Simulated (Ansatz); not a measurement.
# AlGaHO (quartet): wave-function methods side by side, cc-pVTZ

How much of the correlation energy of AlGaHO (quartet) does each wave-function method recover here?

Computed with Ansatz 0.2.0, Gaussian basis. Level: cc-pVTZ, core rule «outside noble gas», up to 20 orbitals frozen.

To be run: UHF; CCSD(T) on ROHF; CCSD(T) on UHF; BCCD(T) on ROHF; CCSDT(Q) on ROHF; CCSDT(Q) on UHF.

6 further runs of the same task are left out: 1 for a known fault of the program, 5 set aside as unsound or not needed. Runs told in other sessions of the task aren't counted.

## 1. What is computed

The geometry is a PBE0/def2-TZVP stationary point (not a proven minimum). No spin-orbit coupling is included. The filled d shell of Ga may be among the frozen orbitals whatever the setting's name suggests.

4 atoms, charge 0, spin multiplicity 4.

Atoms are counted from 1 here; the program's logs count them from 0.

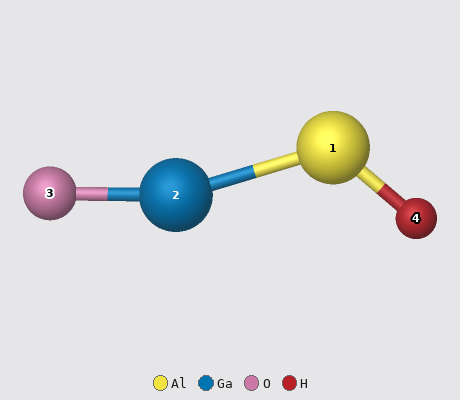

The structure; aluminium yellow, gallium blue, oxygen pink, hydrogen red; atoms are numbered from 1 in the order of the file.

In the tables R marks a restricted open-shell determinant and U an unrestricted one; energies count from the table's Hartree-Fock row.

## 2. UHF

Input file in.yaml:

```yaml
crystal:
  periodic: [false, false, false]
  atoms:
    - {symbol: Al, position_ang: [0.000000, -0.205088, 2.032524]}
    - {symbol: Ga, position_ang: [0.000000, 0.111802, -0.338783]}
    - {symbol: O, position_ang: [0.000000, -0.204871, -2.144071]}
    - {symbol: H, position_ang: [0.000000, 1.008195, 3.059873]}
basis:
  gaussian: {orbitals: cc-pVTZ}
magnetization: {spin_polarized: true, initial_magnetization: 3}
hamiltonian: {xc: hf}
output: {orbitals: {seedname: orbitals}}
```

Started as:

```
ansatz run in.yaml --threads 1 --pin off --events-out ev --progress --plain --max-ram 4096MiB --backend cpu
```

Output:

```text
Functional definition: HF
  name "HF"
  cite "Fock, Z. Phys. 61, 126 (1930) doi:10.1007/BF01340294"
  parent pbe
  exchange = exact_x
  correlation = 0
1083 factors; their error is unknown
mean field evaluation 1: about -60959.9439 eV, gradient 3.3e1 eV
mean field evaluation 2: about -60952.2134 eV, gradient 5.6e1 eV
mean field evaluation 4: about -60967.5783 eV, gradient 3.3e0 eV
mean field evaluation 8: about -60968.0771 eV, gradient 1.2e0 eV
mean field evaluation 16: about -60970.0050 eV, gradient 3.8e-1 eV
mean field evaluation 32: about -60970.0647 eV, gradient 6.8e-2 eV
mean field evaluation 64: about -60970.0059 eV, gradient 2.8e-2 eV
mean field evaluation 96: about -60970.0604 eV, gradient 1.7e-1 eV
mean field evaluation 128: about -60968.9198 eV, gradient 2.7e0 eV
mean field evaluation 160: about -60966.5165 eV, gradient 3.2e0 eV
mean field evaluation 192: about -60965.2056 eV, gradient 3.8e0 eV
mean field evaluation 224: about -60963.9752 eV, gradient 2.9e0 eV
mean field evaluation 256: about -60967.7946 eV, gradient 9.6e-2 eV
mean field evaluation 288: about -60963.1299 eV, gradient 9.4e0 eV
mean field -60970.06452820 eV, -2240.6085444175 hartree, gradient 6.2e-6 eV, S^2 3.792877; 6 other end points of the search recorded, 0 dependent functions left out
reference -60970.06452820 eV, -2240.6085444175 hartree; 28, 25 occupied and 93, 96 virtual orbitals, 1083 factors
Total energy: -60970.06452820 eV, -2240.6085444175 hartree
```

Wall time 27 s (1 thread of AMD EPYC 7R13, shared host); peak memory 0.46 GiB.

From the report: ⟨S²⟩ of the determinant 3.793 (pure quartet: 3.75).

## 3. CCSD(T) on ROHF

Changes to in.yaml since step 2:

```diff
@@ -9,4 +9,4 @@
   gaussian: {orbitals: cc-pVTZ}
-magnetization: {spin_polarized: true, initial_magnetization: 3}
-hamiltonian: {xc: hf}
-output: {orbitals: {seedname: orbitals}}
+magnetization: {spin_polarized: false, initial_magnetization: 3}
+correlation: {method: ccsd_t, electrons: outside_noble_gas}
+output: {forces: true}
```

Started as:

```
ansatz run in.yaml --threads 2 --pin off --events-out ev --progress --plain --max-ram 24576MiB --backend cuda --devices 0, --max-vram 18GiB
```

Output, shortened:

```text
Functional definition: HF
  name "HF"
  cite "Fock, Z. Phys. 61, 126 (1930) doi:10.1007/BF01340294"
  parent pbe
[...]
767 factors; integrals over basis functions are off by at most 8.0e-4 eV
[...]
mean field -60969.82328414 eV, -2240.5996788616 hartree, gradient 2.6e-6 eV, S^2 3.750000; 22 other end points of the search recorded, 0 dependent functions left out
[...]
determinant -60969.82328414 eV, -2240.5996788616 hartree, with singles and doubles -60979.06278491 eV, -2240.9392242523 hartree
determinant -60969.75742132 eV, -2240.5972584475 hartree, with singles and doubles -60979.00555183 eV, -2240.9371209754 hartree
determinant -60968.61594649 eV, -2240.5553100215 hartree, with singles and doubles -60977.64016520 eV, -2240.8869439421 hartree
determinant -60968.48963715 eV, -2240.5506682387 hartree, with singles and doubles -60977.96210155 eV, -2240.8987748846 hartree
[...]
reference -60969.82328414 eV, -2240.5996788616 hartree; 8, 5 occupied and 93, 96 virtual orbitals, 767 factors
second order -8.17412503 eV of doubles, -0.13114722 eV of singles
cycle   1  -9.16077934 eV  change   -1.0e-6 eV  update   3.6e-6
[...]
cycle   9  -9.16078034 eV  change   -1.4e-8 eV  update   2.9e-8
perturbative correction -0.34730182 eV, -0.0127631065 hartree
[...]
the multipliers restart with 30 DIIS vectors
Total energy: -60979.33136630 eV, -2240.9490944363 hartree
Atom 0 at     0.000000    -0.205088     2.032524 Å, force    -0.000000    -0.009179     0.260266 eV/Å
Atom 1 at     0.000000     0.111802    -0.338783 Å, force     0.000000     0.044563    -0.027172 eV/Å
Atom 2 at     0.000000    -0.204871    -2.144071 Å, force     0.000000    -0.031261    -0.257261 eV/Å
Atom 3 at     0.000000     1.008195     3.059873 Å, force     0.000000    -0.004124     0.024168 eV/Å
Dipole moment:     0.000000    -0.007859     0.132395 e Å
```

Wall time 48 s (1 × H100 (card shared with other runs) with 2 threads of AMD EPYC 7R13, shared host); peak host memory 1.1 GiB.

From the report: correlation -9.5081 eV; T1 0.030; largest double amplitude 0.06.

## 4. CCSD(T) on UHF

Changes to in.yaml since step 3:

```diff
@@ -9,3 +9,3 @@
   gaussian: {orbitals: cc-pVTZ}
-magnetization: {spin_polarized: false, initial_magnetization: 3}
+magnetization: {spin_polarized: true, initial_magnetization: 3}
 correlation: {method: ccsd_t, electrons: outside_noble_gas}
```

The command is unchanged.

Output, shortened:

```text
Functional definition: HF
  name "HF"
  cite "Fock, Z. Phys. 61, 126 (1930) doi:10.1007/BF01340294"
  parent pbe
[...]
767 factors; integrals over basis functions are off by at most 8.0e-4 eV
[...]
mean field -60970.06526589 eV, -2240.6085715271 hartree, gradient 1.7e-6 eV, S^2 3.792877; 24 other end points of the search recorded, 0 dependent functions left out
determinant -60970.06526589 eV, -2240.6085715271 hartree, with singles and doubles -60979.06242612 eV, -2240.9392110670 hartree
determinant -60970.00632209 eV, -2240.6064053821 hartree, with singles and doubles -60979.00717430 eV, -2240.9371806000 hartree
determinant -60968.85221340 eV, -2240.5639926702 hartree, with singles and doubles -60977.64867067 eV, -2240.8872565124 hartree
determinant -60968.71770445 eV, -2240.5590495572 hartree, with singles and doubles -60977.97036224 eV, -2240.8990784596 hartree
[...]
reference -60970.06526589 eV, -2240.6085715271 hartree; 8, 5 occupied and 93, 96 virtual orbitals, 767 factors
second order -8.03975142 eV of doubles, -0.00000000 eV of singles
cycle   1  -8.92776623 eV  change   -1.1e-6 eV  update   4.3e-6
[...]
cycle  10  -8.92776683 eV  change   -1.1e-9 eV  update   1.8e-8
perturbative correction -0.34030953 eV, -0.0125061445 hartree
[...]
the multipliers restart with 30 DIIS vectors
Total energy: -60979.33334226 eV, -2240.9491670513 hartree
Atom 0 at     0.000000    -0.205088     2.032524 Å, force    -0.000000    -0.008178     0.257334 eV/Å
Atom 1 at     0.000000     0.111802    -0.338783 Å, force     0.000000     0.043607    -0.026993 eV/Å
Atom 2 at     0.000000    -0.204871    -2.144071 Å, force    -0.000000    -0.030843    -0.254500 eV/Å
Atom 3 at     0.000000     1.008195     3.059873 Å, force     0.000000    -0.004586     0.024158 eV/Å
Dipole moment:    -0.000000    -0.007916     0.133264 e Å
```

It took 20 s on 1 × H100 (card shared with other runs) with 2 threads of AMD EPYC 7R13, shared host; peak host memory 1.1 GiB.

From the report: ⟨S²⟩ of the determinant 3.793 (pure quartet: 3.75); correlation -9.2681 eV; T1 0.023; largest double amplitude 0.06.

## 5. BCCD(T) on ROHF

Changes to in.yaml since step 4:

```diff
@@ -9,4 +9,3 @@
   gaussian: {orbitals: cc-pVTZ}
-magnetization: {spin_polarized: true, initial_magnetization: 3}
-correlation: {method: ccsd_t, electrons: outside_noble_gas}
-output: {forces: true}
+magnetization: {spin_polarized: false, initial_magnetization: 3}
+correlation: {method: bccd_t, electrons: outside_noble_gas}
```

Same command.

Output, shortened:

```text
Functional definition: HF
  name "HF"
  cite "Fock, Z. Phys. 61, 126 (1930) doi:10.1007/BF01340294"
  parent pbe
[...]
767 factors; integrals over basis functions are off by at most 8.0e-4 eV
[...]
mean field -60969.82328414 eV, -2240.5996788616 hartree, gradient 2.6e-6 eV, S^2 3.750000; 22 other end points of the search recorded, 0 dependent functions left out
[...]
determinant -60969.82328414 eV, -2240.5996788616 hartree, with singles and doubles -60979.06278491 eV, -2240.9392242523 hartree
determinant -60969.75742132 eV, -2240.5972584475 hartree, with singles and doubles -60979.00555183 eV, -2240.9371209754 hartree
determinant -60968.61594649 eV, -2240.5553100215 hartree, with singles and doubles -60977.64016520 eV, -2240.8869439421 hartree
determinant -60968.48963715 eV, -2240.5506682387 hartree, with singles and doubles -60977.96210155 eV, -2240.8987748846 hartree
[...]
determinant -60966.38108432 eV, -2240.4731803513 hartree, with singles and doubles -60976.00060141 eV, -2240.8266910840 hartree
determinant -60969.82328414 eV, -2240.5996788616 hartree, with singles and doubles -60978.98406243 eV, -2240.9363312545 hartree
determinant -60969.75742132 eV, -2240.5972584475 hartree, with singles and doubles -60978.92826510 eV, -2240.9342807402 hartree
20 core orbitals not correlated, not the lowest: weight in the atoms' cores, before any rotation towards them, 0.809 or more for the frozen orbitals, at most 0.190 for the correlated occupied ones
reference -60969.82328414 eV, -2240.5996788616 hartree; 8, 5 occupied and 93, 96 virtual orbitals, 767 factors
second order -8.17412503 eV of doubles, -0.13114722 eV of singles
cycle   1  -9.14140520 eV  change    1.9e-2 eV  update   1.2e-2
[...]
cycle  10  -9.14235994 eV  change    2.4e-6 eV  update   1.5e-5
perturbative correction -0.36674787 eV, -0.0134777358 hartree
Total energy: -60979.33239195 eV, -2240.9491321281 hartree
```

It took 15 s on 1 × H100 (card shared with other runs) with 2 threads of AMD EPYC 7R13, shared host; peak host memory 0.84 GiB.

From the report: correlation -9.5091 eV; largest double amplitude 0.06.

## 6. CCSDT(Q) on ROHF

Changes to in.yaml since step 5:

```diff
@@ -10,2 +10,2 @@
 magnetization: {spin_polarized: false, initial_magnetization: 3}
-correlation: {method: bccd_t, electrons: outside_noble_gas}
+correlation: {method: ccsdt_q, electrons: outside_noble_gas}
```

Launched as before.

Output, shortened:

```text
Functional definition: HF
  name "HF"
  cite "Fock, Z. Phys. 61, 126 (1930) doi:10.1007/BF01340294"
  parent pbe
[...]
1468 factors; integrals over basis functions are off by at most 1.8e-7 eV
[...]
mean field -60969.82341899 eV, -2240.5996838172 hartree, gradient 1.5e-6 eV, S^2 3.750000; 23 other end points of the search recorded, 0 dependent functions left out
[...]
determinant -60969.82341899 eV, -2240.5996838172 hartree, with singles and doubles -60979.06286515 eV, -2240.9392272011 hartree
determinant -60969.75755619 eV, -2240.5972634039 hartree, with singles and doubles -60979.00570462 eV, -2240.9371265903 hartree
determinant -60968.61608346 eV, -2240.5553150551 hartree, with singles and doubles -60977.64018677 eV, -2240.8869447347 hartree
determinant -60968.48976789 eV, -2240.5506730434 hartree, with singles and doubles -60977.96249581 eV, -2240.8987893737 hartree
[...]
determinant -60966.38122845 eV, -2240.4731856481 hartree, with singles and doubles -60976.00096441 eV, -2240.8267044242 hartree
determinant -60969.82341899 eV, -2240.5996838172 hartree, with singles and doubles -60978.98418894 eV, -2240.9363359034 hartree
determinant -60969.75755619 eV, -2240.5972634039 hartree, with singles and doubles -60978.92839126 eV, -2240.9342853768 hartree
[...]
20 core orbitals not correlated, not the lowest: weight in the atoms' cores, before any rotation towards them, 0.809 or more for the frozen orbitals, at most 0.190 for the correlated occupied ones
reference -60969.82341899 eV, -2240.5996838172 hartree; 8, 5 occupied and 93, 96 virtual orbitals, 1468 factors
second order -8.17414815 eV of doubles, -0.13114725 eV of singles
cycle   1  -8.79727288 eV  change   -4.9e-1 eV  update   1.0e-1
[...]
cycle  31  -9.55583020 eV  change   -1.9e-7 eV  update   1.5e-6
perturbative correction -0.01839998 eV, -0.0006761866 hartree
Total energy: -60979.39764916 eV, -2240.9515302864 hartree
```

Run time: 62 s. Hardware: 1 × H100 (card shared with other runs) with 2 threads of AMD EPYC 7R13, shared host; peak host memory 1.4 GiB.

From the report: correlation -9.5742 eV; T1 0.032; largest double amplitude 0.08.

## 7. CCSDT(Q) on UHF

Changes to in.yaml since step 6:

```diff
@@ -9,3 +9,3 @@
   gaussian: {orbitals: cc-pVTZ}
-magnetization: {spin_polarized: false, initial_magnetization: 3}
+magnetization: {spin_polarized: true, initial_magnetization: 3}
 correlation: {method: ccsdt_q, electrons: outside_noble_gas}
```

The command is unchanged.

Output, shortened:

```text
Functional definition: HF
  name "HF"
  cite "Fock, Z. Phys. 61, 126 (1930) doi:10.1007/BF01340294"
  parent pbe
[...]
1468 factors; integrals over basis functions are off by at most 1.8e-7 eV
[...]
mean field -60970.06540092 eV, -2240.6085764890 hartree, gradient 1.9e-6 eV, S^2 3.792877; 24 other end points of the search recorded, 0 dependent functions left out
determinant -60970.06540092 eV, -2240.6085764890 hartree, with singles and doubles -60979.06257808 eV, -2240.9392166514 hartree
determinant -60970.00645693 eV, -2240.6064103376 hartree, with singles and doubles -60979.00732527 eV, -2240.9371861481 hartree
determinant -60968.85235022 eV, -2240.5639976982 hartree, with singles and doubles -60977.64882401 eV, -2240.8872621474 hartree
determinant -60968.71783605 eV, -2240.5590543937 hartree, with singles and doubles -60977.97050965 eV, -2240.8990838768 hartree
[...]
determinant -60966.62174214 eV, -2240.4820243630 hartree, with singles and doubles -60975.98053340 eV, -2240.8259535983 hartree
determinant -60970.06540092 eV, -2240.6085764890 hartree, with singles and doubles -60978.99315725 eV, -2240.9366654830 hartree
determinant -60970.00645693 eV, -2240.6064103376 hartree, with singles and doubles -60978.93805987 eV, -2240.9346406916 hartree
20 core orbitals not correlated, not the lowest: weight in the atoms' cores, before any rotation towards them, 0.838 or more for the frozen orbitals, at most 0.160 for the correlated occupied ones
reference -60970.06540092 eV, -2240.6085764890 hartree; 8, 5 occupied and 93, 96 virtual orbitals, 1468 factors
second order -8.03977322 eV of doubles, -0.00000000 eV of singles
cycle   1  -8.55007267 eV  change   -5.1e-1 eV  update   1.0e-1
[...]
cycle  33  -9.31806813 eV  change    4.9e-7 eV  update   1.2e-6
perturbative correction -0.02124802 eV, -0.0007808504 hartree
Total energy: -60979.40471706 eV, -2240.9517900271 hartree
```

It took 48 s on 1 × H100 (card shared with other runs) with 2 threads of AMD EPYC 7R13, shared host; peak host memory 1.2 GiB.

From the report: ⟨S²⟩ of the determinant 3.793 (pure quartet: 3.75); correlation -9.3393 eV; T1 0.025; largest double amplitude 0.08.

## 8. All levels against the top one

The yardstick is UCCSDT(Q), where the cluster series has nearly closed. Rows without a time are mean-field rows or come out of runs for another level: lower rungs of the coupled-cluster runs, or the Hartree-Fock search. The times of RCCSD(T), UCCSD(T) include forces.

Differences are taken before rounding.

```tsv
method	energy from the lowest ROHF (kJ/mol)	from UCCSDT(Q) (kJ/mol)	time
ROHF	0.0	+924.5	
UHF	-23.3	+901.1	
RMP2	-801.3	+123.1	
UMP2	-799.1	+125.4	
RCCSD	-883.9	+40.6	
UCCSD	-884.7	+39.7	
RCCSD(T)	-917.4	+7.1	48 s
UCCSD(T)	-917.6	+6.9	20 s
BCCD(T)	-917.5	+7.0	15 s
RCCSDT	-922.0	+2.5	
UCCSDT	-922.4	+2.1	
RCCSDT(Q)	-923.8	+0.7	62 s
UCCSDT(Q)	-924.5	0	48 s
```

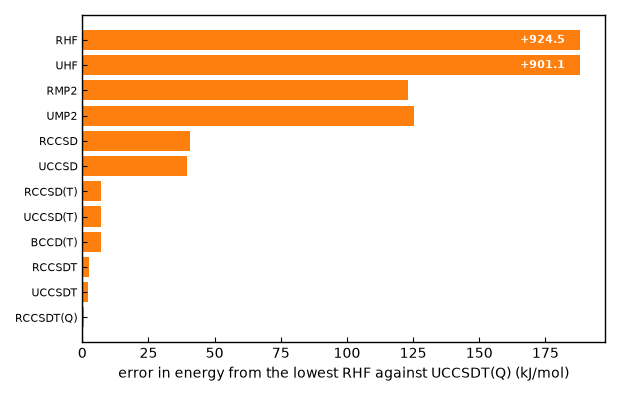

Deviations from UCCSDT(Q), method by method. Bars with a number in them are cut short.

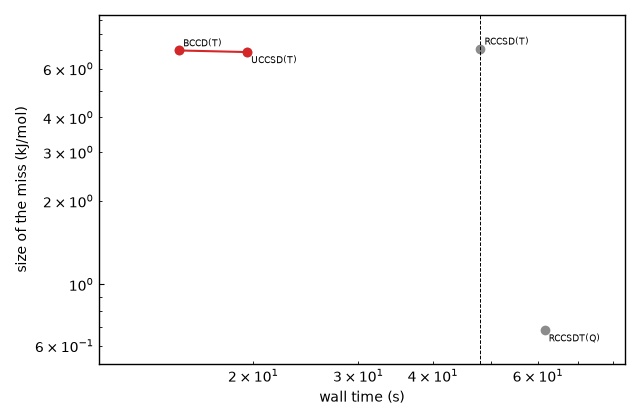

Accuracy for the time spent; red marks the levels that beat every quicker one drawn (of those quicker than the yardstick), and the dashed line is the time of UCCSDT(Q). Times are from a shared host.

With the free atoms at the same levels and basis (separate runs), the atomisation energy is 6.433 eV at UCCSDT(Q), 6.398 eV at RCCSD(T), 6.392 eV at UCCSD(T), 4.364 eV at ROHF.

## 9. Outcome

```
                         quantity                      value
    UCCSDT(Q) from the ROHF energy                 -9.5814 eV
              RMP2 from UCCSDT(Q)              +123.1 kJ/mol
              UMP2 from UCCSDT(Q)              +125.4 kJ/mol
             RCCSD from UCCSDT(Q)               +40.6 kJ/mol
          RCCSD(T) from UCCSDT(Q)                +7.1 kJ/mol
          UCCSD(T) from UCCSDT(Q)                +6.9 kJ/mol
         RCCSDT(Q) from UCCSDT(Q)                +0.7 kJ/mol
levels within 1 kcal/mol (43 meV)  RCCSDT, UCCSDT, RCCSDT(Q)
                    T1 diagnostic                      0.030
```

RCCSD(T) misses by +7.1 kJ/mol, 0.8 % of the correlation energy. These misses are within one basis, not against nature; the frozen cores of restricted and unrestricted runs differ, which can shift their rows.

For cost: UCCSD(T) gets within 6.9 kJ/mol in 20 s, where UCCSDT(Q) took 48 s; the quickest level in the cost chart, BCCD(T), takes 15 s and misses by 7.0 kJ/mol.
